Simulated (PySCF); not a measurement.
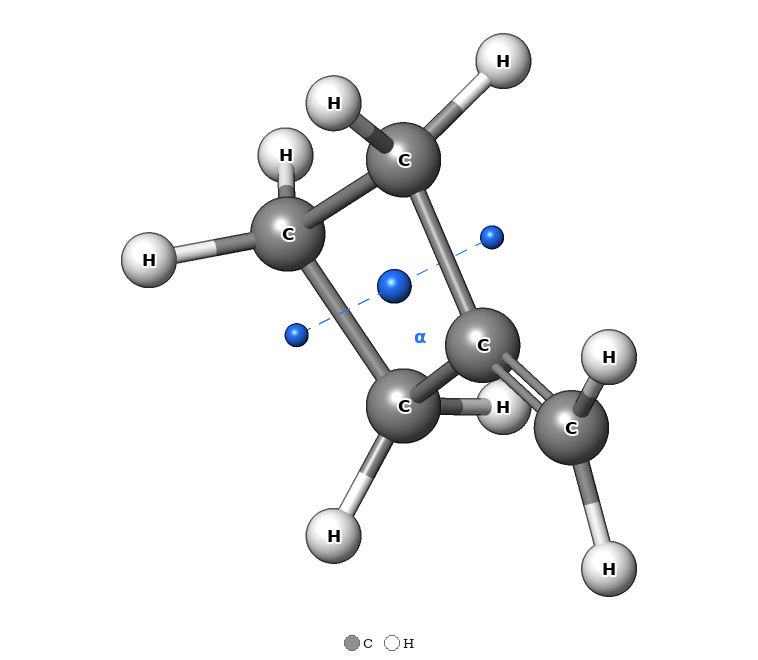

The small points mark where nucleus-independent chemical shifts (NICS) were computed: at the centre of each lettered ring and 1 Å above and below it. The computed structure is the end point of a PBE0-D3(BJ)/def2-SVP optimisation. No frequency run is at hand to confirm it as a minimum. Properties computed with GIAO B97-2/pcSseg-2 NMR shielding, non-relativistic, gas phase (PySCF 2.14.0).

Give NICS(0), NICS(1) and the out-of-plane component NICS(1)zz for each ring (means of the two sides).

| ring | members | NICS(0) | NICS(1) | NICS(1)zz |
| --- | --- | --- | --- | --- |
| α | C4 | 3.0 | −0.4 | 2.6 |

Values in ppm.
